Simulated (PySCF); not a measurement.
BF2, SMILES F[B]F, doublet at its CAM-B3LYP/def2-SVP optimised geometry (Å):

```
3

F      0.9876    -0.5592     0.0000
B     -0.3166    -0.5592     0.0000
F     -0.9876     0.5592     0.0000
```

Calculation: unrestricted CAM-B3LYP/def2-TZVP run with PySCF. Cells within 0.4 Å of a nucleus heavier than hydrogen are left out (blank, or x).

Map of the deformation density (molecule minus spherical neutral atoms) (e/bohr³) on the plane z = 0.0 Å:

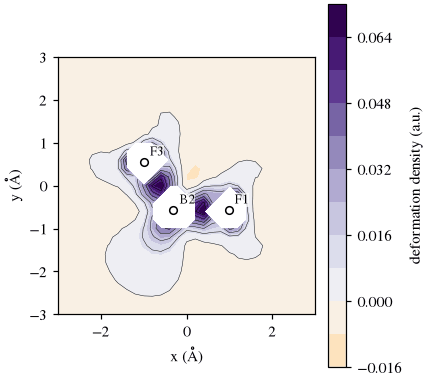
Figure. Deformation density (molecule minus spherical neutral atoms) (e/bohr³) on the plane z = 0.0 Å.
